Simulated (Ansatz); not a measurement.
Input file:

```
crystal:
  periodic: [false, false, false]
  atoms:
    - {symbol: C, position_ang: [-0.533103, 1.289317, -1.354131]}
    - {symbol: Ga, position_ang: [0.229429, -0.154738, -0.217622]}
    - {symbol: C, position_ang: [2.004686, 0.131222, 0.627785]}
    - {symbol: C, position_ang: [-0.454541, -2.007355, -0.438876]}
    - {symbol: S, position_ang: [-1.207730, 0.385110, 2.004866]}
    - {symbol: H, position_ang: [-0.073223, 1.256399, -2.347101]}
    - {symbol: H, position_ang: [-0.339213, 2.284094, -0.944277]}
    - {symbol: H, position_ang: [-1.611237, 1.177673, -1.496737]}
    - {symbol: H, position_ang: [2.137355, 1.158450, 0.976944]}
    - {symbol: H, position_ang: [2.172314, -0.545034, 1.469451]}
    - {symbol: H, position_ang: [2.793614, -0.062909, -0.105818]}
    - {symbol: H, position_ang: [-0.236295, -2.631693, 0.430935]}
    - {symbol: H, position_ang: [0.029105, -2.474980, -1.302391]}
    - {symbol: H, position_ang: [-1.531866, -2.032743, -0.621975]}
    - {symbol: H, position_ang: [-1.009775, 1.713315, 1.981870]}
    - {symbol: H, position_ang: [-2.392520, 0.491072, 1.381276]}
basis:
  gaussian: {orbitals: def2-TZVPP}
hamiltonian: {xc: pbe0, dispersion: d4}
output: {orbitals: {seedname: orbitals}}
```

Run with:

```sh
ansatz run in.yaml --threads 4 --pin off --events-out ev --progress --plain --max-ram 11315MiB
```

Geometry: PBE0-D4/def2-TZVP.

Method: RKS PBE0-D4/def2-TZVPP in Ansatz 0.2.0.

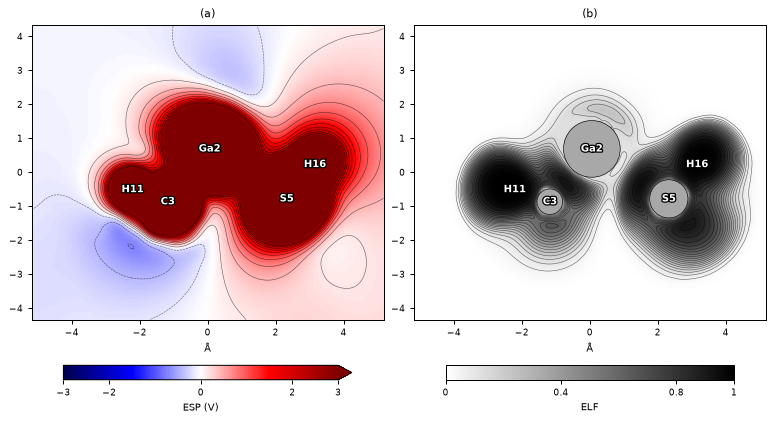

C3H11GaS (SMILES [CH3][Ga-]([CH3])([CH3])[SH2+]). (a) electrostatic potential; (b) electron localisation function on the plane of atoms Ga2, C3 and H11. Grey discs cover the atomic cores in the ELF map.

What does the map show?

Answer.
- The section cuts through Ga, C, S and H sites.
- C–Ga (1.99 Å): the ELF peaks at about 0.90 in the valence shell of C, 0.7 Å from its nucleus, and is about 0.55 at the midpoint.
- Ga–S (2.70 Å): the ELF peaks at about 0.95 in the valence shell of S, 0.9 Å from its nucleus, and is about 0.55 at the midpoint.
- C–H (1.09 Å): the ELF climbs to about 1 towards the hydrogen, as it does in any bond to H: a covalent bond by its length.
- S–H (1.34 Å): the ELF climbs to about 1 towards the hydrogen.
- The ELF also peaks beside S5, away from the bonds: lone-pair regions.
- Outside the dense part of the molecule the potential is most negative (−0.7 V) near C3.
